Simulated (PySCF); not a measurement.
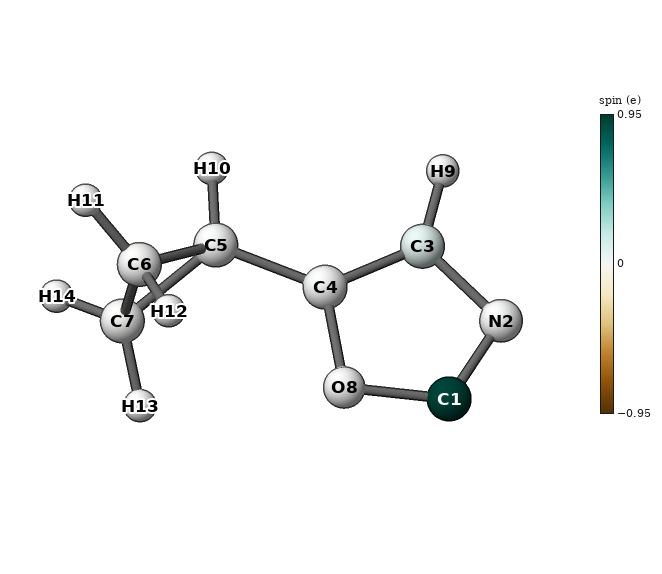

Atoms are coloured by their Mulliken spin populations. The species is neutral and a spin doublet. Computed geometry: GFN2-xTB optimisation. No frequency run is at hand to confirm it as a minimum. Properties computed with UKS B3LYP, pcH-1 on C H N O, non-relativistic (PySCF 2.14.0).

List the Mulliken spin populations.

```csv
atom,value (e)
C1,0.91
N2,0.01
C3,0.07
C4,0.00
C5,0.00
C6,0.00
C7,0.00
O8,0.01
H9,0.00
H10,0.00
H11,0.00
H12,0.00
H13,0.00
H14,0.00
```

Mulliken values depend strongly on the basis set.
